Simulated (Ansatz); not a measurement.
# Co (Cobalt): the cost of one run

Computed with the Python package of Ansatz 0.2.0. The levels of theory stand in the script.

**1. The structure**

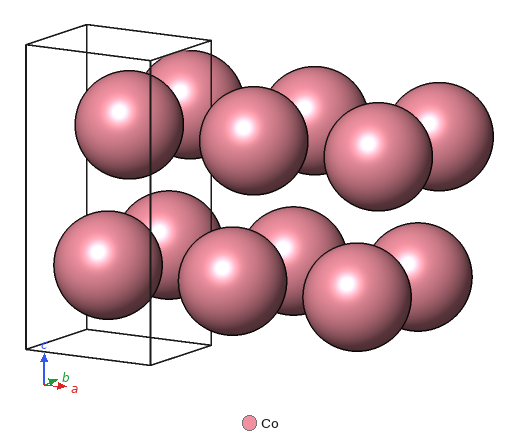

The structure that the script starts from, seen slightly off an axis (cobalt pink). 3×2×1 cells are drawn. Atoms on cell faces are repeated.

No structure file is read: the coordinates are typed or built in the script.

**2. The code**

Input file run_lattice.py:

```python
"""Relaxed cell of Co under several functionals."""

import warnings

import ansatz as az
import numpy as np

def edges_and_angles(cell):
    cell = np.asarray(cell)
    a, b, c = np.linalg.norm(cell, axis=1)
    cosines = cell[1] @ cell[2] / (b * c), cell[0] @ cell[2] / (a * c), cell[0] @ cell[1] / (a * b)
    return (a, b, c, *np.degrees(np.arccos(cosines)))

warnings.simplefilter("ignore", az.DeckWarning)

structure = (
    az.Lattice.of([2.5074, 0.0, 0.0], [-1.2537, 2.17147, 0.0], [0.0, 0.0, 4.0699])
    .atom("Co", [1 / 3, 2 / 3, 0.25])
    .atom("Co", [2 / 3, 1 / 3, 0.75])
    .moments(Co=2.5)
)

calc = (
    structure.calculation()
    .spin("collinear")
    .occupations("fermi_dirac", width=0.1)
    .kpoints(12, 12, 7)
    .relax(cell=True)
)

levels = [("lda", "none"), ("pbe", "d3bj"), ("revpbe", "d3bj"), ("pbe", "d4")]
print("level            a       b       c    alpha   beta  gamma  V/atom  steps")
for name, dispersion in levels:
    seen = []
    run = calc.functional(name, dispersion=dispersion).session().plan()
    out = run.execute(on_event=lambda e: seen.append(e) if e["event"] == "relax_step" else None)
    cell = out.lattice.cell_ang
    label = name if dispersion == "none" else f"{name}+{dispersion}"
    print("{:13s} {:7.4f} {:7.4f} {:7.4f} {:6.2f} {:6.2f} {:6.2f}".format(label, *edges_and_angles(cell)), f"{abs(np.linalg.det(cell)) / len(out.lattice.sites):7.3f} {len(seen):5d}")
```

**3. Launch**

Command:

```sh
$ python run_lattice.py
```

Q: Estimate wall time and peak memory on 1 thread of Arm Neoverse V2, shared host.

About 1.7 min, with a peak of 0.43 GiB.
